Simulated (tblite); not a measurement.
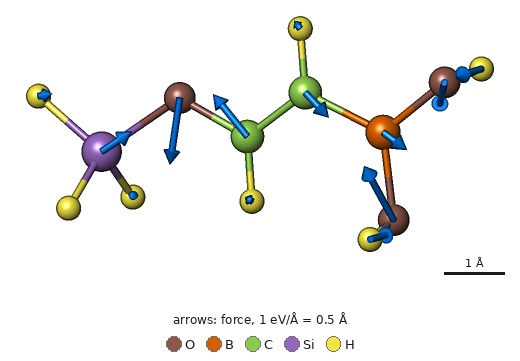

Starting geometry of C2H7BO3Si with the computed forces as blue arrows. The picture is a ball-and-stick view, seen at a tilt.

Computed with GFN2-xTB geometry optimisation, gas phase in tblite 0.8.0. 

Q: Is this structure relaxed? If not, where do the atoms go?

A: It isn't relaxed: the largest force vector, on an O atom, is 2.67 eV/Å. The final displacements follow the starting forces only in part (cosine between the two patterns 0.42). After 94 geometry steps the energy has fallen by 35.2 kcal/mol. The largest move after the best rigid fit is that of an H atom, 0.96 Å. Largest moves by element: H 0.96 Å, O 0.40 Å, C 0.21 Å, B 0.13 Å, Si 0.07 Å. Some distances before and after: B–O 1.473 → 1.353 Å, O–Si 1.744 → 1.627 Å, B–O 1.444 → 1.366 Å, C–O 1.392 → 1.342 Å. Among the angles between lasting bonds that change: C–O–Si 121.3° → 133.2°, B–O–H 105.1° → 115.9°, O–Si–H 109.8° → 99.3°. Groups turn about B–O by about 90°, B–O by about 90°.
